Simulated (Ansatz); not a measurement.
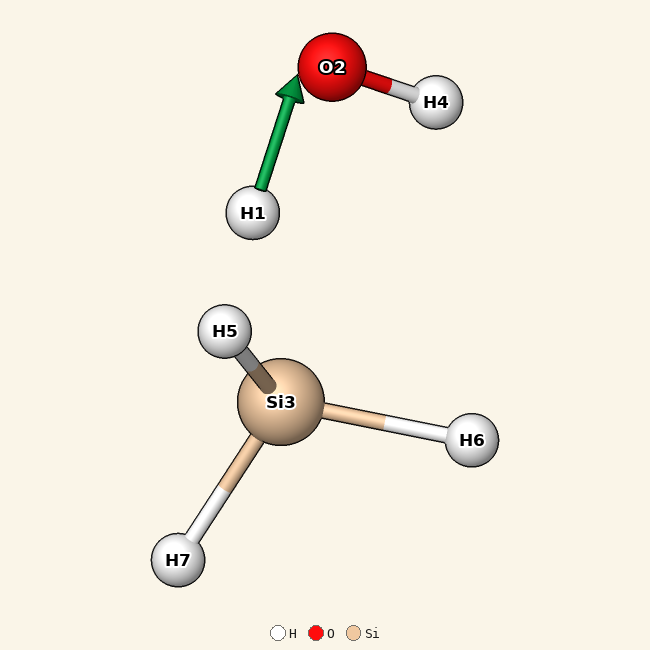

The arrows show one normal mode. Charge 0, doublet. Harmonic vibrations computed with UKS PBE0-D4/def2-SVP (Ansatz 0.2.0) at a stationary point of the same level. It is a saddle point of order 1.

Q: Estimate its harmonic wavenumber.

A: 1714i cm⁻¹; it is mode 1 of 15 counted from the lowest.
